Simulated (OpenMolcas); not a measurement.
# doublet CH2FNSi+: levels of theory compared

Wanted: a comparison of 5 runs (UHF/3-21G, UHF/6-311+G**, UM06-2X/6-311+G**, UPBE/6-311+G**, ROMP2/6-311+G**) of doublet CH2FNSi+. 

The calculation is run with OpenMolcas 26.06.

## 1. The system as given

CH2FNSi+ has 6 atoms, charge +1, and is taken as a doublet. SMILES of the parent species: `FC1=N[SiH2]1`. The shape is that of a PBE0-D4/def2-TZVP optimisation. That shape belongs to the parent species and isn't relaxed for this state.

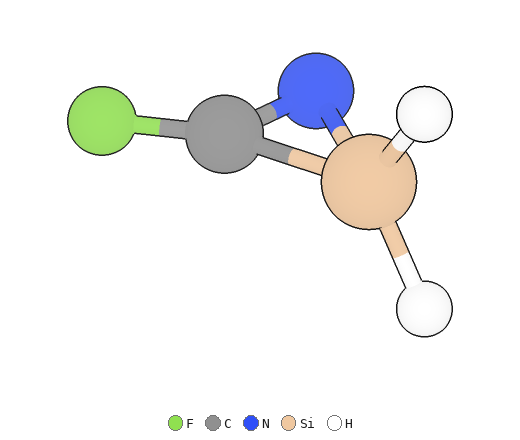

Viewed from a chosen angle; fluorine green, carbon grey, nitrogen blue, silicon light orange, hydrogen white.

## 2. A single-point energy at UHF/3-21G (run 1)

Input file coord.xyz:

```xyz
6

F      1.423100    -1.608300     0.851500
C      0.513000    -0.815400     0.333600
N     -0.624100    -1.110900    -0.124500
Si    -0.284400     0.654600    -0.233900
H      0.001700     1.243400    -1.557500
H     -0.987300     1.572700     0.684600
```

Input file run.input:

```
>>> EXPORT MOLCAS_PRINT=2

&GATEWAY
 BasLib
 $CurrDir
 Coord
 coord.xyz
 Basis
 3-21G
 Group
 NoSym

&SEWARD

&SCF
 UHF
 Charge
 1
 Spin
 2
 Thresholds
 1e-10 1e-07 1e-07 1e-05
 PrOrbitals
 1 1
```

The basis set 3-21G is read from a file made from the Basis Set Exchange's data (not shown).

Launch:

```
$ export MOLCAS_MEM=1860
$ pymolcas run.input > run.log
```

Standard output:

```text
--- Start Module: gateway ---
[...]
--- Stop Module: gateway /rc=_RC_ALL_IS_WELL_ ---
--- Start Module: seward ---
[...]
      Basis functions           44
--- Stop Module: seward /rc=_RC_ALL_IS_WELL_ ---
--- Start Module: scf ---
[...]
       Convergence after  26 Iterations
[...]
::    Total SCF energy                               -478.8356110569
[...]
      Total spin, S                                     0.5446976959
[...]
      Total electronic charge=   37.000000
      Total            charge=    1.000000
[...]
      Dipole Moment (debye):
      Origin of the operator (angstrom)=    0.2067   -0.4633    0.1469
                   X= -1.4322E+00               Y=  3.9395E+00               Z= -1.2100E+00           Total=  4.3629E+00
      Center of Charge (angstrom)
[...]
--- Stop Module: scf /rc=_RC_ALL_IS_WELL_ ---
[...]
```

Run time: 2.6 s. Hardware: 1 thread of Arm Neoverse V1, shared host; peak memory 0.38 GiB.

## 3. The energy at UHF/6-311+G(d,p) (run 2)

Input file mol.inp:

```
>>> EXPORT MOLCAS_PRINT=2

&GATEWAY
 BasLib
 $CurrDir
 BasisSet
 F.6-311pGss....
 F1 1.423100 -1.608300 0.851500 angstrom
 End of Basis
 BasisSet
 C.6-311pGss....
 C2 0.513000 -0.815400 0.333600 angstrom
 End of Basis
 BasisSet
 N.6-311pGss....
 N3 -0.624100 -1.110900 -0.124500 angstrom
 End of Basis
 BasisSet
 Si.6-311pGss....
 Si4 -0.284400 0.654600 -0.233900 angstrom
 End of Basis
 BasisSet
 H.6-311pGss....
 H5 0.001700 1.243400 -1.557500 angstrom
 H6 -0.987300 1.572700 0.684600 angstrom
 End of Basis

&SEWARD

&SCF
 UHF
 Charge
 1
 Spin
 2
 Thresholds
 1e-10 1e-07 1e-07 1e-05
 PrOrbitals
 1 1
```

The basis set 6-311+G** is read from a file made from the Basis Set Exchange's data (not shown).

Launch:

```
$ export MOLCAS_MEM=1860
$ pymolcas mol.inp > mol.log
```

Standard output:

```text
--- Start Module: gateway ---
[...]
--- Stop Module: gateway /rc=_RC_ALL_IS_WELL_ ---
--- Start Module: seward ---
[...]
      Basis functions          108
--- Stop Module: seward /rc=_RC_ALL_IS_WELL_ ---
[...]
--- Start Module: scf ---
[...]
       Convergence after  29 Iterations
[...]
::    Total SCF energy                               -481.5140805262
[...]
      Total spin, S                                     0.5283809159
[...]
      Total electronic charge=   37.000000
      Total            charge=    1.000000
[...]
      Dipole Moment (debye):
      Origin of the operator (angstrom)=    0.2067   -0.4633    0.1469
                   X= -1.4707E+00               Y=  3.7086E+00               Z= -1.1931E+00           Total=  4.1641E+00
      Center of Charge (angstrom)
[...]
--- Stop Module: scf /rc=_RC_ALL_IS_WELL_ ---
[...]
```

It took 21 s on 1 thread of Arm Neoverse V1, shared host; peak memory 0.63 GiB.

Run 3 isn't shown in full; the table further down has it.

## 4. The energy at UPBE/6-311+G(d,p) (run 4)

Input file job.input:

```
>>> EXPORT MOLCAS_PRINT=2
&GATEWAY
BasLib = $CurrDir
Coord
6
bohr
F      2.68926925    -3.03924653     1.60910180
C      0.96942950    -1.54088268     0.63041264
N     -1.17937807    -2.09929675    -0.23527090
Si    -0.53743811     1.23701472    -0.44200694
H      0.00321253     2.34968546    -2.94324844
H     -1.86572660     2.97197228     1.29370650
Basis = 6-311pGss
Group = NoSym
&SEWARD
GridInput
Grid=UltraFine
End of Grid
&SCF
UHF
Charge = 1
Spin = 2
KSDFT = PBE
Thresholds = 1e-10 1e-07 1e-07 1e-05
PrOrbitals = 0
```

The basis set 6-311+G** is read from a file made from the Basis Set Exchange's data (not shown).

Launch:

```
$ export MOLCAS_MEM=1860
$ pymolcas job.input > job.log
```

Standard output:

```text
--- Start Module: gateway ---
[...]
--- Stop Module: gateway /rc=_RC_ALL_IS_WELL_ ---
--- Start Module: seward ---
[...]
      Basis functions          108
--- Stop Module: seward /rc=_RC_ALL_IS_WELL_ ---
[...]
--- Start Module: scf ---
[...]
       Convergence after  27 Iterations
[...]
::    Total KS-DFT energy                            -482.6833545061
[...]
      Total spin, S                                     0.5013951704
[...]
      Total electronic charge=   37.000000
      Total            charge=    1.000000
[...]
      Dipole Moment (debye):
      Origin of the operator (angstrom)=    0.2067   -0.4633    0.1469
                   X= -9.7074E-01               Y=  3.3770E+00               Z= -9.2399E-01           Total=  3.6332E+00
      Center of Charge (angstrom)
[...]
--- Stop Module: scf /rc=_RC_ALL_IS_WELL_ ---
[...]
```

Wall time 76 s (1 thread of Arm Neoverse V1, shared host); peak memory 0.63 GiB.

## 5. The energy at ROMP2/6-311+G(d,p) (run 5)

Input file mol.inp:

```
&gateway
baslib=$CurrDir
coord
6
bohr
F      2.68926925    -3.03924653     1.60910180
C      0.96942950    -1.54088268     0.63041264
N     -1.17937807    -2.09929675    -0.23527090
Si    -0.53743811     1.23701472    -0.44200694
H      0.00321253     2.34968546    -2.94324844
H     -1.86572660     2.97197228     1.29370650
basis=6-311pGss
group=NoSym
&seward
&scf
uhf
charge=1
spin=2
thresholds=1e-10 1e-07 1e-07 1e-05
prorbitals=0
&rasscf
fileorb=$Project.UnaOrb
spin=2
nactel=1 0 0
inactive=18
ras2=1
outorbitals=Canonical
orblisting=Few
&caspt2
ipea=0.0
frozen=8
```

The basis set 6-311+G** is read from a file made from the Basis Set Exchange's data (not shown).

Launch:

```
$ export MOLCAS_MEM=1860
$ pymolcas mol.inp > mol.log
```

Standard output:

```text
--- Start Module: gateway ---
[...]
--- Stop Module: gateway /rc=_RC_ALL_IS_WELL_ ---
[...]
      Basis functions          108
[...]
       Convergence after  29 Iterations
[...]
::    Total SCF energy                               -481.5140805259
[...]
      Total spin, S                                     0.5283809148
[...]
--- Start Module: rasscf ---
[...]
      Number of active orbitals                  1
[...]
      Spin quantum number                      0.5
[...]
      Active orbitals                            1
[...]
      Number of CSFs                             1
[...]
      Number of root(s) required                 1
[...]
      Convergence after 11 iterations
[...]
      printout of CI-coefficients larger than  0.05 for root  1
      energy=    -481.506070
      conf/sym  1     Coeff  Weight
             1  u   1.00000 1.00000
      Natural orbitals and occupation numbers for root  1
      sym 1:   1.000000
      ************************************************************************************************************************
      *                                                    Final results                                                     *
[...]
::    RASSCF root number  1 Total energy:   -481.50607041
[...]
      Total electronic charge=   37.000000
      Total            charge=    1.000000
[...]
      Dipole Moment (debye):
      Origin of the operator (angstrom)=    0.2067   -0.4633    0.1469
                   X= -1.4161E+00               Y=  3.7284E+00               Z= -1.1720E+00           Total=  4.1569E+00
      Center of Charge (angstrom)
[...]
--- Stop Module: rasscf /rc=_RC_ALL_IS_WELL_ ---
[...]
--- Start Module: caspt2 ---
[...]
 ###    WARNING: User changed nr of frozen orbitals.                         ###
 ###############################################################################
[...]
      E2 (Variational):          -0.5883595556
      Total energy:            -482.0944299693
[...]
      Reference weight:           0.84116
[...]
::    CASPT2 Root  1     Total energy:   -482.09442997
[...]
--- Stop Module: caspt2 /rc=_RC_ALL_IS_WELL_ ---
[...]
```

Run time: 33 s. Hardware: 1 thread of Arm Neoverse V1, shared host; peak memory 0.63 GiB.

## 6. Overview of the runs

```csv
run,level,integration grid,frozen core orbitals,energy (Eh),HOMO energy (eV),LUMO energy (eV),⟨S²⟩,wall time
1,UHF/3-21G,–,–,-478.835611,-18.89,-7.09,0.841,2.6 s
2,UHF/6-311+G**,–,–,-481.514081,-19.17,-7.35,0.808,21 s
3,UM06-2X/6-311+G**,UltraFine,–,-482.932370,-17.35,-11.38,0.755,2 min
4,UPBE/6-311+G**,UltraFine,–,-482.683355,-14.67,-13.32,0.753,76 s
5,ROMP2/6-311+G**,–,8,-482.094430,–,–,–,33 s
```

## 7. What came out

| quantity | value |
| --- | --- |
| run 5: total energy | -482.09443 Eh |

Totals of different functionals can't be ranked against each other. All runs together took 4.2 min, the longest 2 min.
